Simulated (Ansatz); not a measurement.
**CH3F (fluoromethane) at wB97M-V/def2-TZVPP**

What is the electronic atomisation energy of CH3F (fluoromethane) at wB97M-V/def2-TZVPP? 

The calculation is run with Ansatz 0.2.0.

45 further runs of the same task are left out: 45 set aside as unsound or not needed.

## (1) Starting point

CH3F: 5 atoms, total charge 0, spin state singlet. As SMILES, `CF`. The coordinates come from a PBE0-D4/def2-TZVP relaxation.

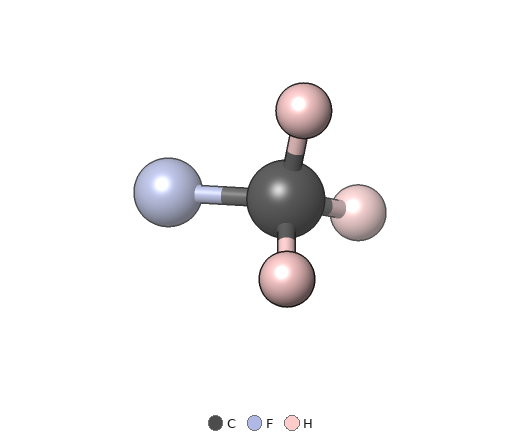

The structure, seen from a chosen angle (carbon dark grey, fluorine light blue, hydrogen pink).

## (2) The energy at wB97M-V/def2-TZVPP

Contents of input.yaml:

```yaml
crystal:
  periodic: [false, false, false]
  atoms:
    - {symbol: C, position_ang: [-0.050700, 0.032900, 0.007800]}
    - {symbol: F, position_ang: [1.094100, -0.710500, -0.168600]}
    - {symbol: H, position_ang: [-0.918700, -0.626900, -0.058000]}
    - {symbol: H, position_ang: [-0.104800, 0.796000, -0.772000]}
    - {symbol: H, position_ang: [-0.019800, 0.508500, 0.990700]}
basis:
  gaussian:
    orbitals: def2-TZVPP
total_charge: 0
hamiltonian:
  xc: {name: wB97M-V}
accuracy: high
output: {orbitals: {seedname: orbitals}}
```

On the command line:

```bash
$ ansatz run input.yaml --threads 1 --pin off --max-ram 3480MiB --events-out events.jsonl --progress --plain --runs-dir runs
```

The program printed:

```text
Warning: RAYON_NUM_THREADS=1 ignored (pool sized by the plan → 1); use --threads N
Functional definition: wB97M-V
  name "wB97M-V"
  parameter omega = 0.3/bohr
  parameter cx = 0.15
  parameter cx01 = 1.007
  parameter cx10 = 0.259
  parameter css00 = 0.443
  parameter css04 = -1.437
  parameter css10 = -4.535
  parameter css20 = -3.390
  parameter css43 = 4.278
  parameter cos00 = 1.000
  parameter cos10 = 1.358
  parameter cos20 = 2.924
  parameter cos21 = -8.812
  parameter cos60 = -1.390
  parameter cos61 = 9.142
  parameter b = 6.0
  parameter c = 0.01
  gx(w, u) = 1 - cx + cx01*u + cx10*w
  gss(w, u) = css00 + css04*u^4 + css10*w + css20*w^2 + css43*w^4*u^3
  gos(w, u) = cos00 + cos10*w + (cos20 + cos21*u)*w^2 + (cos60 + cos61*u)*w^6
  exchange = spin_sum(e_x_unif_sr(omega)*gx(b97_w, b97_u_x)) + cx*exact_x_sr(omega) + exact_x_lr(omega)
  correlation = spin_sum(e_c_pw_mod_same_spin*gss(b97_w, b97_u_same))
      + integral(e_c_pw_mod_opposite_spin*gos(b97_w_opposite, b97_u_opposite)) + vv10(b, c)
1796 factors; integrals over basis functions are off by at most 3.2e-9 eV
224 factors; integrals over basis functions are off by at most 2.3e-9 eV
mean field evaluation 1: about -3801.6485 eV, gradient 2.5e1 eV
mean field evaluation 2: about -3802.1702 eV, gradient 2.0e1 eV
mean field evaluation 4: about -3802.7178 eV, gradient 9.8e-1 eV
mean field evaluation 8: about -3802.7241 eV, gradient 2.8e-3 eV
mean field evaluation 16: about -3802.7241 eV, gradient 7.1e-7 eV
mean field -3802.72409927 eV, -139.7475330691 hartree, gradient 2.0e-8 eV, S^2 0.000000; 0 other end points of the search recorded, 0 dependent functions left out
reference -3802.72410270 eV, -139.7475331954 hartree; 9, 9 occupied and 95, 95 virtual orbitals, 1796 factors
Total energy: -3802.72410270 eV, -139.7475331954 hartree
```

It took 21 s on 1 thread of Arm Neoverse V1, shared host; peak memory 0.36 GiB.

## (3) The C atom, same level

Contents of molecule.yaml:

```yaml
crystal:
  periodic: [false, false, false]
  atoms:
    - {symbol: C, position_ang: [0.000000, 0.000000, 0.000000]}
basis:
  gaussian: {orbitals: def2-TZVPP}
magnetization: {spin_polarized: true, initial_magnetization: 2}
hamiltonian: {xc: {name: wB97M-V}}
accuracy: high
```

On the command line:

```bash
$ ansatz run molecule.yaml --threads 1 --pin off --max-ram 3480MiB --events-out events.jsonl --progress --plain --runs-dir runs
```

The program printed, cut to the lines that bear on the results:

```text
Warning: RAYON_NUM_THREADS=1 ignored (pool sized by the plan → 1); use --threads N
[... 2 set-up lines as earlier in the session ...]
[...]
  gx(w, u) = 1 - cx + cx01*u + cx10*w
  gss(w, u) = css00 + css04*u^4 + css10*w + css20*w^2 + css43*w^4*u^3
  gos(w, u) = cos00 + cos10*w + (cos20 + cos21*u)*w^2 + (cos60 + cos61*u)*w^6
[...]
      + integral(e_c_pw_mod_opposite_spin*gos(b97_w_opposite, b97_u_opposite)) + vv10(b, c)
312 factors; integrals over basis functions are off by at most 3.1e-9 eV
115 factors; integrals over basis functions are off by at most 1.5e-9 eV
[...]
mean field -1029.85268025 eV, -37.8463879399 hartree, gradient 6.2e-9 eV, S^2 2.002195; 0 other end points of the search recorded, 0 dependent functions left out
reference -1029.85268249 eV, -37.8463880224 hartree; 4, 2 occupied and 27, 29 virtual orbitals, 312 factors
Total energy: -1029.85268249 eV, -37.8463880224 hartree
```

Run time: 2.4 s. Hardware: 1 thread of Arm Neoverse V1, shared host; peak memory 0.15 GiB.

## (4) The F atom at the same level

Contents of input.yaml:

```yaml
crystal:
  periodic: [false, false, false]
  atoms:
    - {symbol: F, position_ang: [0.000000, 0.000000, 0.000000]}
basis:
  gaussian: {orbitals: def2-TZVPP}
magnetization: {spin_polarized: true, initial_magnetization: 1}
hamiltonian: {xc: {name: wB97M-V}}
accuracy: high
```

Run the same way, it converges to -99.74527 Eh (log not shown).

## (5) The H atom, same level

Contents of in.yaml:

```yaml
crystal:
  periodic: [false, false, false]
  atoms:
    - {symbol: H, position_ang: [0.000000, 0.000000, 0.000000]}
basis:
  gaussian: {orbitals: def2-TZVPP}
magnetization: {spin_polarized: true, initial_magnetization: 1}
hamiltonian: {xc: {name: wB97M-V}}
accuracy: high
```

Run the same way, it converges to -0.49411 Eh (log not shown).

## (6) What came out

At wB97M-V/def2-TZVPP:

| quantity | value |
| --- | --- |
| molecule: total energy | -139.74753 Eh |
| molecule: HOMO energy | -12.27 eV |
| molecule: LUMO energy | 3.14 eV |
| molecule: HOMO–LUMO gap | 15.42 eV |
| C atom: total energy | -37.84639 Eh |
| C atom: ⟨S²⟩ | 2.002 |
| F atom: total energy | -99.74527 Eh |
| F atom: ⟨S²⟩ | 0.752 |
| H atom: total energy | -0.49411 Eh |
| H atom: ⟨S²⟩ | 0.750 |
| electronic atomisation energy | 18.328 eV |

What this shows: Taking the molecule apart into free atoms costs 18.33 eV (1768 kJ/mol), before zero-point energy and without spin-orbit coupling.
